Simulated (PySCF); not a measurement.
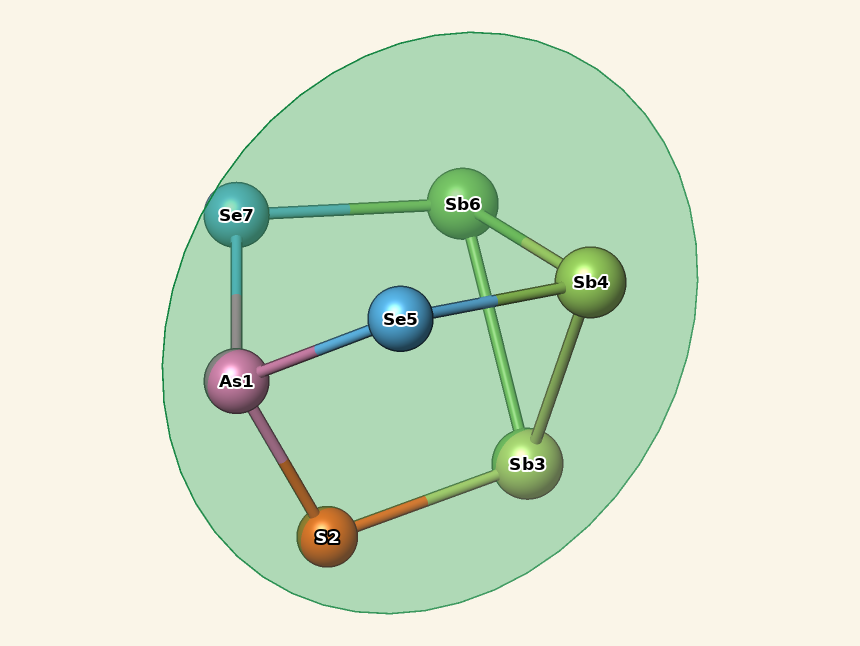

A disc through the centre of mass is drawn in. Depth is shown by fading: the farther an atom, the more it takes the colour of the background. The computed structure is the end point of a PBE0-D3(BJ)/def2-SVP optimisation. No frequency run is at hand to confirm it as a minimum.

**Is the plane of the disc a mirror plane of the structure?**

Yes. The reflection leaves As1, S2, Sb3 in place and moves Sb4 ↔ Sb6; Se5 ↔ Se7. The point group is Cs.
